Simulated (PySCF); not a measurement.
# C4H7BN2: the cost of one run

Computed with PySCF 2.14.0 and routines of our own; the level stands in each step. Atoms count from 0.

## 1. The starting structure

14 atoms, charge 0, multiplicity 1; geometry from: GFN2-xTB.

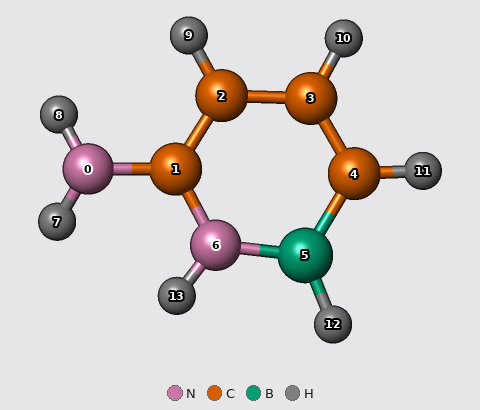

The starting geometry (nitrogen pink, carbon orange, boron teal, hydrogen grey).

## 2. Optimising the geometry at BHandHLYP/def2-SVP

What the job is given:

```
{"job": {"xc": "BHandHLYP", "basis": "def2-SVP", "grid": 1, "kind": "geom"}, "charge": 0, "multiplicity": 1}
N      2.268744     0.014582     0.260090
C      0.892988    -0.019508     0.088214
C      0.205944    -1.193000    -0.091641
C     -1.196800    -1.189581    -0.188574
C     -1.918280    -0.031110    -0.114643
B     -1.189662     1.273253     0.087060
N      0.224298     1.154301     0.172840
H      2.731384     0.871645    -0.003914
H      2.756797    -0.814946    -0.037323
H      0.753938    -2.120639    -0.155420
H     -1.683934    -2.147539    -0.331323
H     -2.994672    -0.106424    -0.203522
H     -1.661182     2.343142     0.171033
H      0.809759     1.965352     0.324957
```

The run is started by

```
$ OMP_NUM_THREADS=1 python excited_run.py task.json out
```

The driver reads the jobs from task.json and runs them one after another.

**Question.** How long does this first job take on 1 thread of Arm Neoverse V1, shared host, and how much memory does it need?

About 49 s, with a peak of 0.58 GiB.
